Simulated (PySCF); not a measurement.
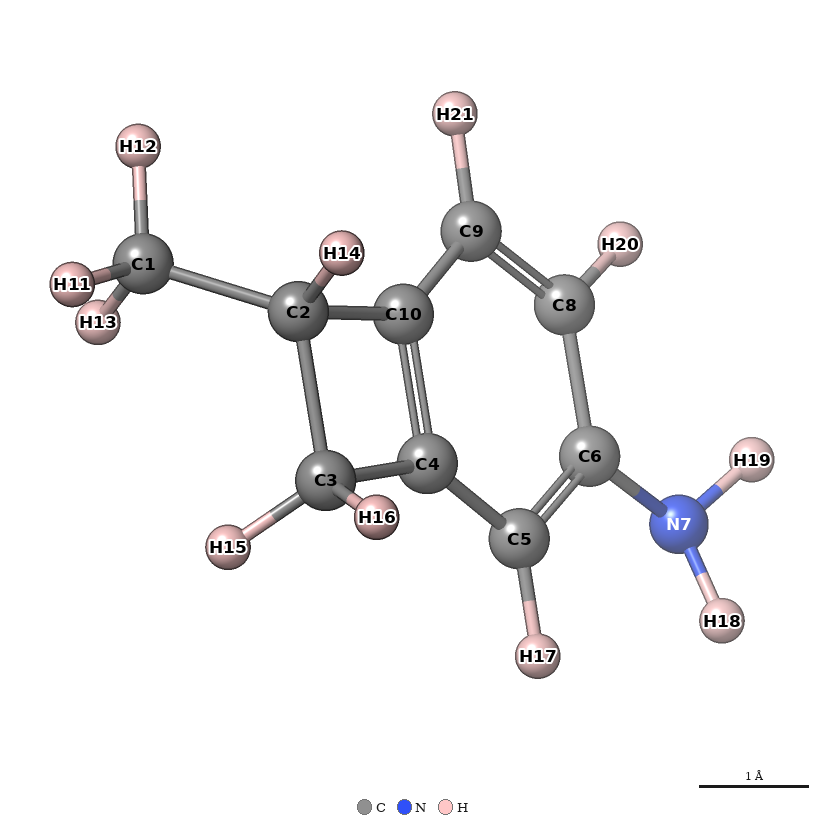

Orthographic view. Depth is shown by fading: the farther an atom, the more it takes the colour of the background. The geometry was computed by an optimisation with PBE0-D3(BJ)/def2-SVP. No frequency run is at hand to confirm it as a minimum.

Write a MOL file (V2000) with the atoms in numerical order, bonds sorted by atom number with the orders drawn, and coordinates in the frame of the picture: x right, y up, z towards the viewer, origin at the mean position.

```
C9H11N
                    3D

 21 22  0  0  0  0  0  0  0  0999 V2000
   -2.5200    1.1000    1.2200 C   0  0  0  0  0  0  0  0  0  0  0  0
   -1.0900    0.6600    1.4900 C   0  0  1  0  0  0  0  0  0  0  0  0
   -0.8400   -0.8900    1.5900 C   0  0  0  0  0  0  0  0  0  0  0  0
    0.0900   -0.7300    0.4100 C   0  0  0  0  0  0  0  0  0  0  0  0
    0.9400   -1.4300   -0.4400 C   0  0  0  0  0  0  0  0  0  0  0  0
    1.5800   -0.6700   -1.4400 C   0  0  0  0  0  0  0  0  0  0  0  0
    2.4000   -1.2900   -2.3600 N   0  0  0  0  0  0  0  0  0  0  0  0
    1.3500    0.7200   -1.5300 C   0  0  0  0  0  0  0  0  0  0  0  0
    0.4900    1.4000   -0.6600 C   0  0  0  0  0  0  0  0  0  0  0  0
   -0.1300    0.6400    0.3200 C   0  0  0  0  0  0  0  0  0  0  0  0
   -3.1700    0.9100    2.0900 H   0  0  0  0  0  0  0  0  0  0  0  0
   -2.5600    2.1800    1.0000 H   0  0  0  0  0  0  0  0  0  0  0  0
   -2.9300    0.5600    0.3500 H   0  0  0  0  0  0  0  0  0  0  0  0
   -0.6900    1.2000    2.3700 H   0  0  0  0  0  0  0  0  0  0  0  0
   -1.7400   -1.5000    1.4100 H   0  0  0  0  0  0  0  0  0  0  0  0
   -0.3700   -1.2300    2.5300 H   0  0  0  0  0  0  0  0  0  0  0  0
    1.1100   -2.5000   -0.3600 H   0  0  0  0  0  0  0  0  0  0  0  0
    2.8000   -2.1800   -2.0800 H   0  0  0  0  0  0  0  0  0  0  0  0
    3.0700   -0.7000   -2.8400 H   0  0  0  0  0  0  0  0  0  0  0  0
    1.8600    1.2800   -2.3200 H   0  0  0  0  0  0  0  0  0  0  0  0
    0.3500    2.4800   -0.7600 H   0  0  0  0  0  0  0  0  0  0  0  0
  1  2  1  0
  1 11  1  0
  1 12  1  0
  1 13  1  0
  2  3  1  0
  2 10  1  0
  2 14  1  0
  3  4  1  0
  3 15  1  0
  3 16  1  0
  4  5  1  0
  4 10  2  0
  5  6  2  0
  5 17  1  0
  6  7  1  0
  6  8  1  0
  7 18  1  0
  7 19  1  0
  8  9  2  0
  8 20  1  0
  9 10  1  0
  9 21  1  0
M  END
```
